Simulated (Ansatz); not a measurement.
Converging the k-point mesh: Ba4As2O (I4mm, 7 atoms in the cell)

```yaml
crystal:
  lattice:
    - [-2.59327, 2.59327, 8.67609]
    - [2.59327, -2.59327, 8.67609]
    - [2.59327, 2.59327, -8.67609]
  atoms:
    - { symbol: Ba, position: [0.67827, 0.67827, 0.00000] }
    - { symbol: Ba, position: [0.32461, 0.32461, 0.00000] }
    - { symbol: Ba, position: [0.50000, 0.00000, 0.50000] }
    - { symbol: Ba, position: [0.00000, 0.50000, 0.50000] }
    - { symbol: As, position: [0.86438, 0.86438, 0.00000] }
    - { symbol: As, position: [0.13562, 0.13562, 0.00000] }
    - { symbol: O, position: [0.50000, 0.50000, 0.00000] }
```

Level of theory: PBEsol, default PAW files made with PBE (plane waves; Ansatz, an electronic-structure program).

Base settings: basis.ecutwfc = 420 eV; kpoints.mp_grid.grid = 5 5 5; hamiltonian.xc = pbesol; hamiltonian.pseudopotentials = {kind: paw} (the program's default PAW files); scf.occupations.method = fixed.

Only quantities that move along the ladder and can be compared are tabulated.

The count of work is k-points × plane waves × bands × iterations; it is no time. Core times come from one kind of shared machine, to one figure; runs under 30 s give none.

The starting cell comes from a database of computed structures (which also holds hypothetical and non-ambient phases and stackings), without a prior relaxation at this level. Its lattice was rescaled by up to half a per cent. One atom was moved a little off its site on purpose. Ansatz's pressure includes its estimate of the finite-basis (Pulay) stress.

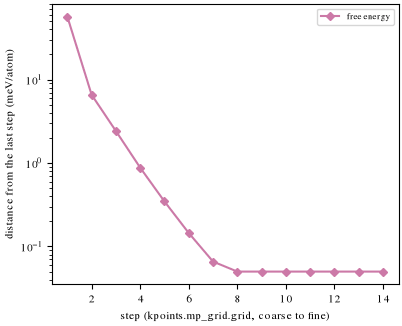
Figure. Distance from the last step along the ladder; very small values are drawn at a floor.

```csv
kpoints.mp_grid.grid,free energy less the last step's (meV/atom),pressure (GPa),largest difference of a force vector from the last step's (eV/Å),gap on the mesh (eV),count of work / last,core time / last (rough)
2 2 2,56.80,-1.65,0.097,0.586,0.0073,–
3 3 3,6.57,-1.89,0.012,0.727,0.011,–
4 4 4,2.42,-1.90,0.011,0.633,0.024,–
5 5 5,0.88,-1.91,0.003,0.672,0.033,–
6 6 6,0.35,-1.91,0.001,0.637,0.055,0.06
7 7 7,0.14,-1.92,0.000,0.657,0.083,0.09
8 8 8,0.07,-1.92,0.000,0.638,0.12,0.1
9 9 9,0.03,-1.92,0.000,0.650,0.16,0.2
10 10 10,0.01,-1.92,0.000,0.639,0.21,0.2
11 11 11,0.01,-1.92,0.000,0.646,0.26,0.3
12 12 12,0.00,-1.92,0.000,0.639,0.34,0.3
13 13 13,0.00,-1.92,0.000,0.644,0.41,0.4
14 14 14,0.00,-1.92,0.000,0.639,0.51,0.5
16 16 16,0.00,-1.92,0.000,0.639,0.73,0.6
18 18 18,0.00,-1.92,0.000,0.639,1.0,1
```

Coarsest kpoints.mp_grid.grid that holds the free energy within 2 meV/atom of the last step, with all finer ones: 5 5 5, at 0.033 of the last step's count of work; the step before is off by 2.4 meV/atom.

Coarsest kpoints.mp_grid.grid that holds the forces within 0.02 eV/Å of the last step, with all finer ones: 3 3 3, at 0.011 of the last step's count of work; the step before is off by 0.097 eV/Å.

The gap on the mesh jumps up and down from mesh to mesh; it is no smooth measure of convergence.

Keys are those of Ansatz 0.2.
